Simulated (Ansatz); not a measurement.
```
atom    x (Å)    y (Å)    z (Å)
  Al  -0.4964  -0.4726   0.2923
   H  -0.4401   1.9553   0.6806
  Cl  -2.4089  -0.1984  -0.4964
  Cl  -0.2506  -0.7041   2.3516
   H   0.1427   1.8375   0.2182
   N   0.8620  -0.7277  -0.7824
   H   0.7993  -0.7286  -1.7869
   H   1.7920  -0.9612  -0.4770
```

The product side of a reaction path; geometry: PBE0-D4/def2-TZVP.

Computed with Ansatz, RKS PBE0-D4/def2-TZVPP.

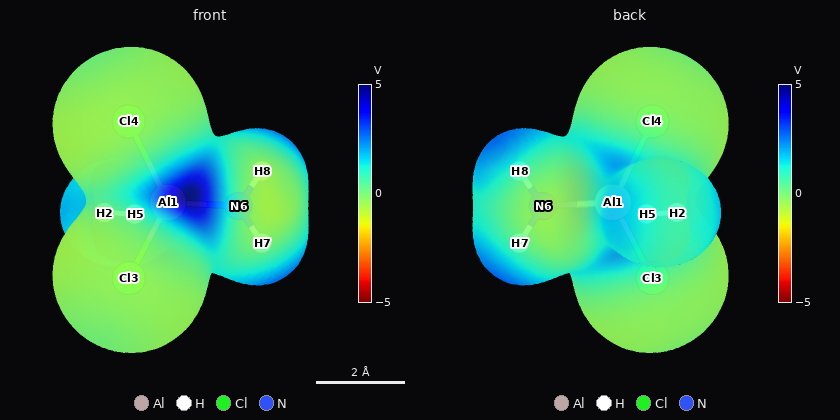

AlCl$_{2}$H$_{2}$N···H$_{2}$. The molecular electrostatic potential painted on the density surface at 0.004 e/bohr³, seen from the front and from behind; red is negative and blue positive.

> Which sites attract a positive test charge, and which a negative one?

A positive charge is drawn to the negative regions and a negative charge to the positive ones. The most negative region (about −0.6 V) lies over N6, the most positive (about +4.4 V) over Al1.
